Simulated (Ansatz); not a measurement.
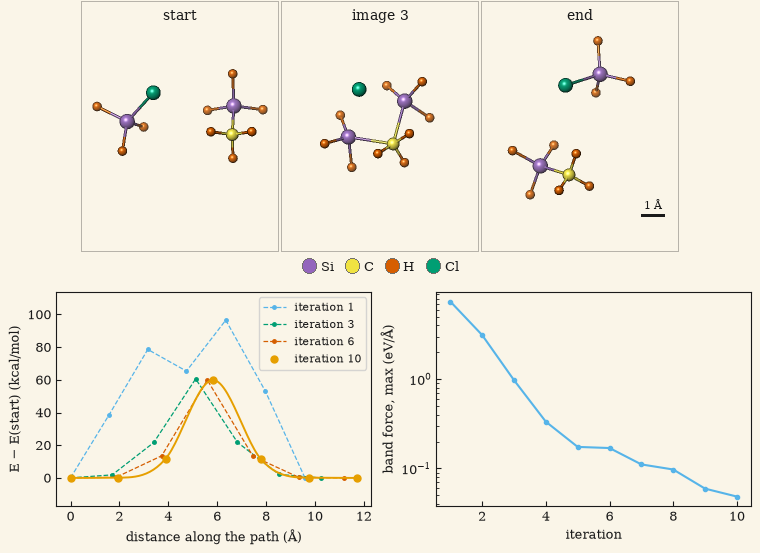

A nudged-elastic-band calculation for CH$_{9}$ClSi$_{2}$, made up of CH6Si and SiH3Cl. Images are numbered from 0 (start) to 6 (end). The plot follows the band through its iterations. The picture is a ball-and-stick view, seen from a free direction.

Computed with RKS PBE/def2-SVP in Ansatz. Set-up: 5 movable images; climbing image; force threshold 0.05 eV/Å; iteration limit 60; starting path through a guess of the saddle point.

Question: Did the band converge, and can the barrier be trusted?

Answer: The result is final at these settings. The band converged in 10 iterations. The largest component of the band force went from 7.4 to 0.048 eV/Å. The climbing image converged on the top of the path. Its vibrational analysis gives one imaginary mode (275i cm⁻¹), as a transition state must have. The first iteration put the highest image at 96.5 kcal/mol. The two ends have the same energy, and the highest point, image 3, lies 59.9 kcal/mol above the start.

Limits of the set-up: the start holds two separate molecules, 2.9 Å apart at their closest, whose relative position is a soft coordinate and is computed without a dispersion correction.

Cost: 97 s on 2 threads of Arm Neoverse V2 (shared host), peak memory 0.15 GiB.
